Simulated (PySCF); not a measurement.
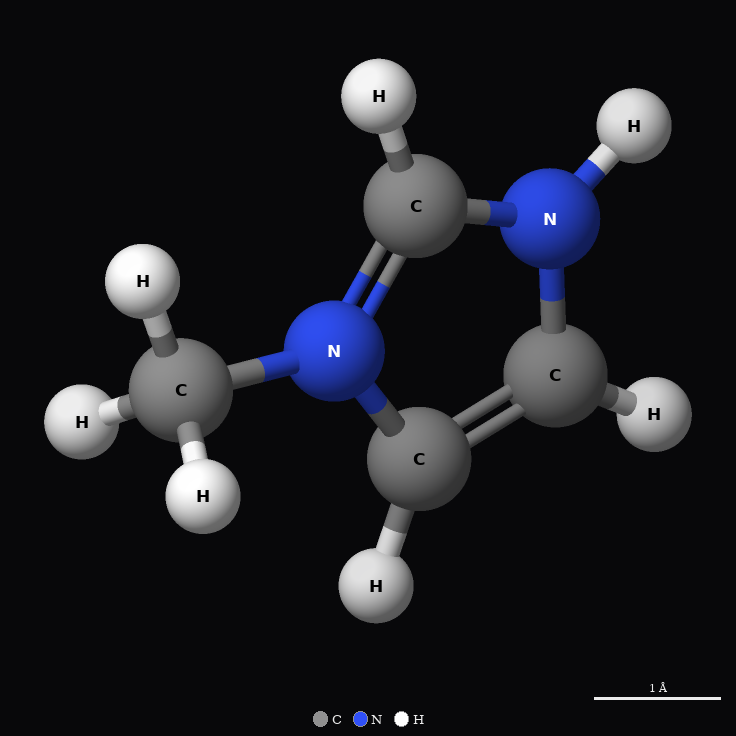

Rendered structure (ball-and-stick style). Multiple sticks mark multiple bonds (one Kekulé form).

State: charge +1, singlet.

Description:

Formula C4H7N2(+). As SMILES it reads `C[n+]1cc[nH]c1`. Independent rings (smallest set): 1 of 5 members, 1 of them aromatic. The point group is Cs. Coordination: 1 C tetrahedral; 2 N trigonal planar; 3 C trigonal planar.

The parts below concern this one geometry. Atoms keep their numbers from picture to picture. The computed structure is the end point of a PBE0-D3(BJ)/def2-SVP optimisation. No frequency run is at hand to confirm it as a minimum.

Shape

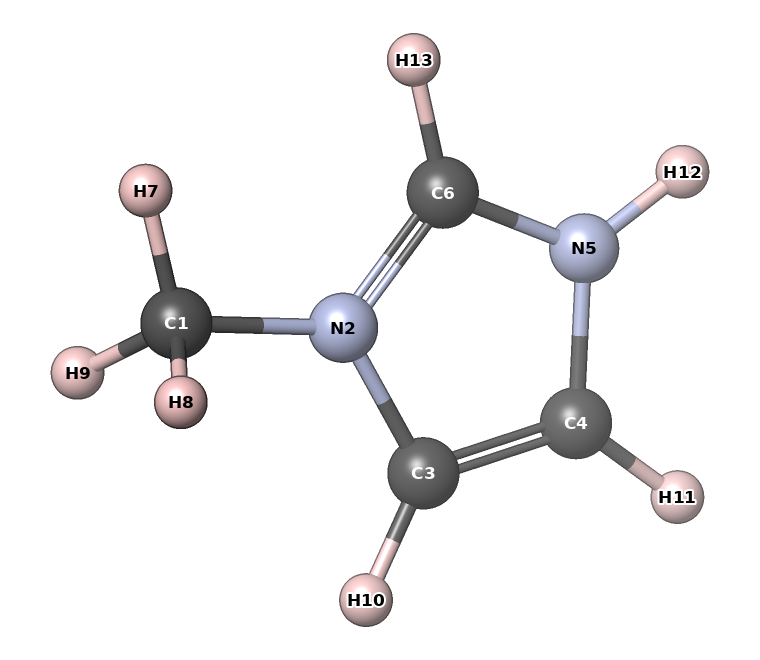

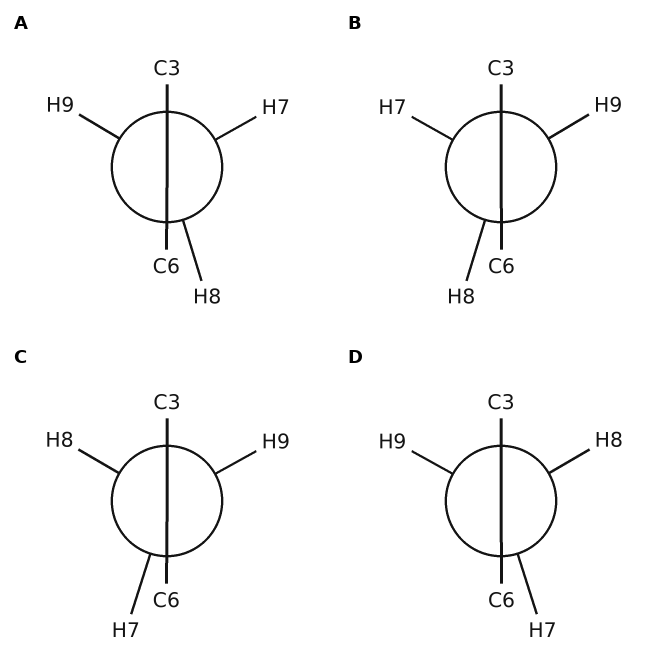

Distant atoms are faded towards the background colour. Bonds that would overlap in a projection are set slightly apart. No frequency run is at hand to confirm it as a minimum.

Question: Which Newman projection shows the view along N2–C1, with N2 in front?

Answer: D. The torsion angle C3–N2–C1–H7 is 179°, antiperiplanar (anti).

Spin–spin coupling

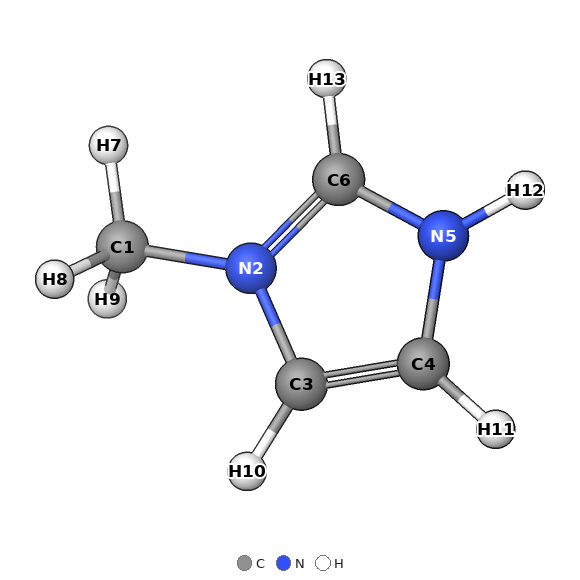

No frequency run is at hand to confirm it as a minimum. Level of theory: BHandHLYP/pcJ-1 indirect spin-spin coupling, non-relativistic, gas phase (PySCF 2.14.0). Isotopes: 13C, 1H, 15N.

Give the spin–spin coupling constants of these pairs, with the number of bonds between them: N2/C3, N2/C6, C4/N5, N5/C6, N2/N5, N2/H7, N2/H9, N2/H8, N5/H13, N5/H11, C1/N5, N2/H12, N5/H10.

```tsv
pair	bonds apart	J (Hz)
N2, C3	1	−17.1
N2, C6	1	−26.1
C4, N5	1	−17.1
N5, C6	1	−25.1
N2, N5	2	2.2
N2, H7	2	1.6
N2, H9	2	2.4
N2, H8	2	2.4
N5, H13	2	−4.5
N5, H11	2	−3.6
C1, N5	3	−1.0
N2, H12	3	−4.2
N5, H10	3	−5.6
```

Bond orders

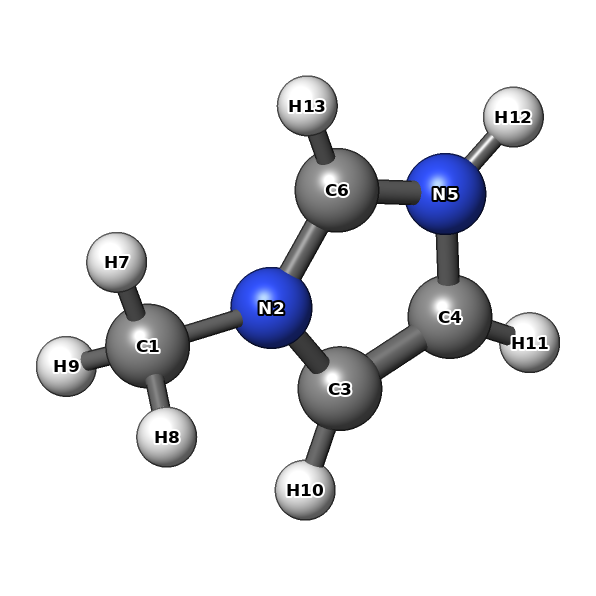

The thickness of each stick grows with its Mayer bond order. No frequency run is at hand to confirm it as a minimum. Method: PBE0/pcSseg-1 (PySCF 2.14.0).

List the Mayer bond orders of C1–N2, C1–H7, C1–H8, N2–C3, N2–C6, C3–C4, C3–H10, C4–N5, C4–H11, N5–C6, N5–H12, C6–H13 (one bond of each equivalent set).

```json
{"bond": "C1–N2", "Mayer order": "0.86", "length (Å)": "1.457"}
{"bond": "C1–H7", "Mayer order": "0.95", "length (Å)": "1.096"}
{"bond": "C1–H8", "Mayer order": "0.95", "length (Å)": "1.098"}
{"bond": "N2–C3", "Mayer order": "1.12", "length (Å)": "1.378"}
{"bond": "N2–C6", "Mayer order": "1.29", "length (Å)": "1.331"}
{"bond": "C3–C4", "Mayer order": "1.61", "length (Å)": "1.364"}
{"bond": "C3–H10", "Mayer order": "0.96", "length (Å)": "1.088"}
{"bond": "C4–N5", "Mayer order": "1.13", "length (Å)": "1.372"}
{"bond": "C4–H11", "Mayer order": "0.96", "length (Å)": "1.087"}
{"bond": "N5–C6", "Mayer order": "1.28", "length (Å)": "1.333"}
{"bond": "N5–H12", "Mayer order": "0.91", "length (Å)": "1.017"}
{"bond": "C6–H13", "Mayer order": "0.94", "length (Å)": "1.089"}
```

NMR shielding

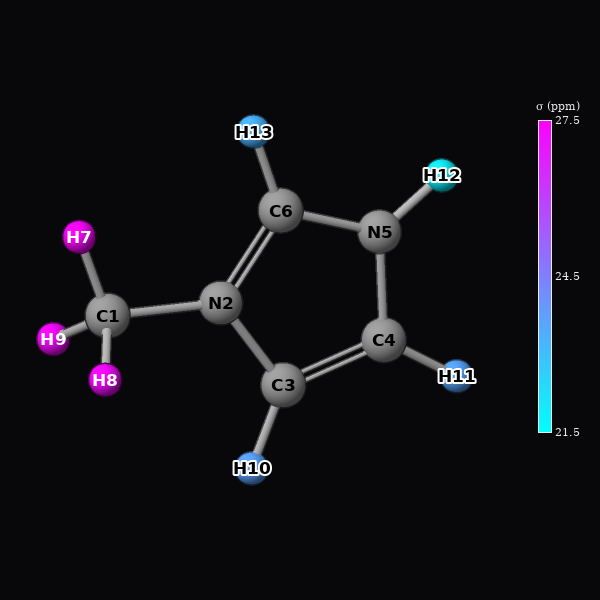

Atoms are coloured by their isotropic NMR shieldings (H only, the others grey). No frequency run is at hand to confirm it as a minimum. Level of theory: GIAO ωB97X-D/pcSseg-2 NMR shielding, non-relativistic, gas phase (PySCF 2.14.0).

Give the isotropic NMR shieldings of the H atoms atom by atom.

| atom | σ (ppm) |
| --- | --- |
| H7 | 27.37 |
| H8 | 27.27 |
| H9 | 27.27 |
| H10 | 23.65 |
| H11 | 23.60 |
| H12 | 21.84 |
| H13 | 23.25 |
